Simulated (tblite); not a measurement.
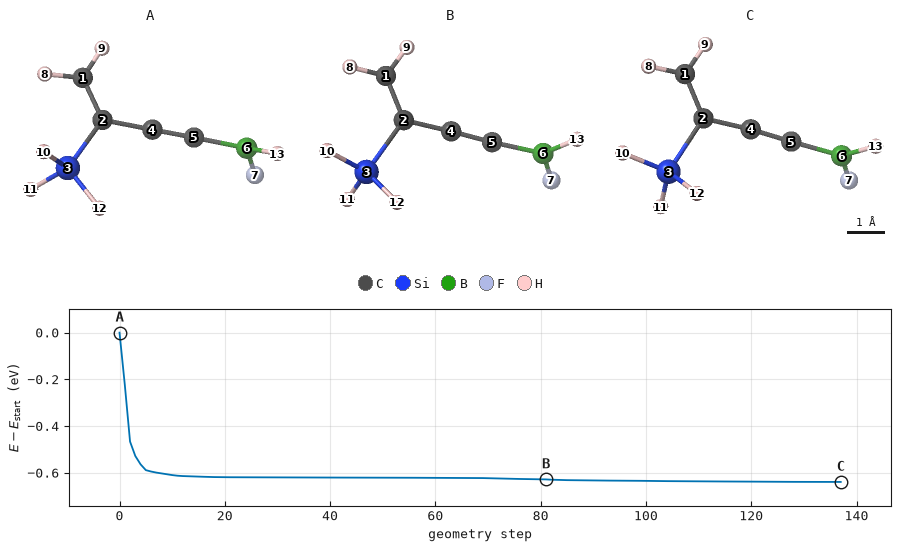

Frames of a relaxation of C$_{4}$H$_{6}$BFSi, marked on the history of the run. The picture is a ball-and-stick view, seen at a tilt.

Theory: GFN2-xTB geometry optimisation, gas phase (tblite). 

> Describe the path.

Over 137 geometry steps the energy falls by 0.639 eV. H11 moves most after the best rigid fit: 0.98 Å. By element the largest moves are H 0.98 Å, B 0.28 Å, C 0.24 Å, F 0.22 Å, Si 0.11 Å. Near-neighbour distances that change, for instance: B6–F7 1.462 → 1.322 Å, C2–Si3 1.828 → 1.901 Å, C2–C4 1.443 → 1.403 Å, C5–B6 1.534 → 1.501 Å. Bond angles that change, for instance: C2–C1–H8 115.6° → 121.2°, C2–Si3–H10 112.6° → 107.1°, H11–Si3–H12 105.4° → 110.4°. Groups turn about C2–Si3 by about 45°. From step 0 to 81: H10 moves most (0.65 Å), energy −0.628 eV. From step 81 to 137: H11 moves most (0.42 Å), energy −0.011 eV.
